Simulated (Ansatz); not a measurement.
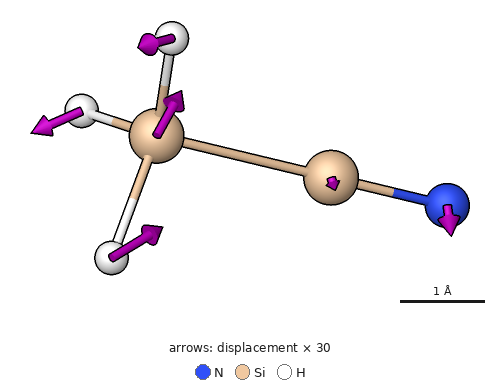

This is a constrained relaxation of Si₂NH₃. The starting structure is drawn; purple arrows show the displacements, 30 times their true length. The two geometries are superimposed by the best rigid fit.

A ball-and-stick model, seen at a tilt.

All numbers below come from RKS PBE0-D4/def2-TZVP in Ansatz.

Input
```yaml
crystal:
  periodic: [false, false, false]
  atoms:
    - {symbol: N, position_ang: [1.283081, -2.449674, 1.356704]}
    - {symbol: Si, position_ang: [0.632641, -1.208050, 0.669000]}
    - {symbol: Si, position_ang: [-0.343942, 0.656662, -0.363678]}
    - {symbol: H, position_ang: [-1.831005, 0.065022, -1.232382]}
    - {symbol: H, position_ang: [0.660761, 1.206313, -1.302398]}
    - {symbol: H, position_ang: [-0.679367, 1.619192, 0.710457]}
basis:
  gaussian: {orbitals: def2-TZVP}
hamiltonian: {xc: pbe0, dispersion: d4}
relax: {f_tol: 0.005, max_steps: 200, constraints: [{distance: [2, 3]}]}
```

What happened in the run?

After 3 geometry steps the energy has fallen by 0.43 kJ/mol. The largest force component goes from 0.1 to 0.0036 eV/Å. The atom that moves furthest after the best rigid fit is H4 (0.030 Å). Largest moves by element: H 0.030 Å, Si 0.025 Å, N 0.014 Å. Some distances before and after: Si2–Si3 2.345 → 2.337 Å.
